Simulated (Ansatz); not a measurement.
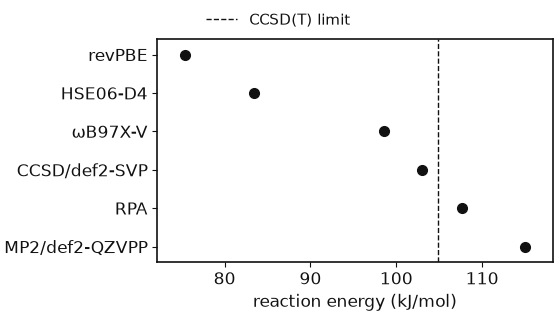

Electronic reaction energy of Si₂H₄OF₂ (F[SiH2]O[SiH2]F) → Si₂H₄OF₂ (O[Si](F)(F)[SiH3]) (SMILES in brackets) at several levels (functionals in def2-TZVPP unless a basis is named), isolated molecules at PBE0-D4 triple-zeta geometries, minima by their frequencies, no zero-point or thermal terms, the Ansatz code. The line is frozen-core CCSD(T) at the basis limit (MP2 extrapolated from triple and quadruple zeta, plus CCSD(T) less MP2 in a smaller set). RPA holds a correlation term that converges slowly with the basis, so part of the distance to the limit is basis error. No dispersion term is added to revPBE. The distance of CCSD/def2-SVP and MP2/def2-QZVPP to the limit includes basis error.

What range do the values span, the line included?

Answer. From 75.4 kJ/mol (revPBE) to 115.0 kJ/mol (MP2/def2-QZVPP).

Which level comes closest to the line (CCSD(T) limit), and which misses most?

Answer. Closest CCSD/def2-SVP (103.0 kJ/mol), against 104.8 kJ/mol; farthest revPBE (75.4 kJ/mol).

Caveats: one conformer of each flexible molecule.
